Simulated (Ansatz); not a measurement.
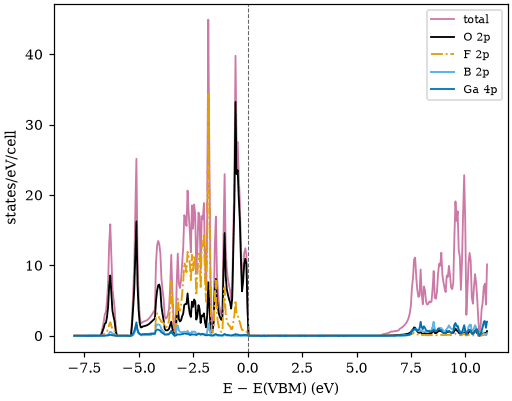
Figure. Total and projected density of states of BaGaBO₃F₂ in space group P6_3/m (No. 176; Pearson symbol hP16), plane-wave PAW r²SCAN (Ansatz code)

Which orbitals carry the states next to the gap?

Top 1 eV of the valence band: O 2p 83 %, F 2p 12 %. Bottom 1 eV of the conduction band: Ga 4s 29 %, Ba 6s 25 %, O 2s 17 %, O 2p 11 %. Projections are on Löwdin-orthogonalised atomic valence shells; empty p or d shells of many metals are not among them.

Where is the tallest occupied peak in this window, and what makes it?

Near -1.8 eV, about 45 states/eV per cell; the largest projected share is F 2p.

The first step of the workflow began from a Materials Project structure, measured or hypothetical; the Crystallography Open Database files this formula in space group No. 176, but the cells were not matched. Whether it is the stable phase at ambient conditions was not checked. Symmetry was held in the r²SCAN relaxation; whether a distortion lowers the energy is not shown. Spin–orbit coupling is left out wherever it is not named.

Potentials: the later of the program's two PAW sets.
